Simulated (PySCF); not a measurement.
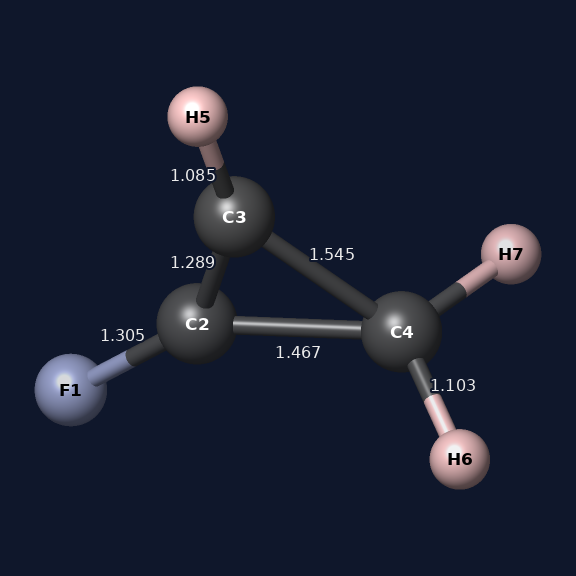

The numbers beside the sticks are distances in Å. Sticks don't show bond order. Computed geometry: PBE0-D3(BJ)/def2-SVP optimisation. No frequency run is at hand to confirm it as a minimum.

### Which of the marked bonds are single, double, triple or aromatic?

F1–C2 single; C2–C3 double; C2–C4 single; C3–C4 single; C3–H5 single; C4–H6 single.

### Write the SMILES.

FC1=CC1
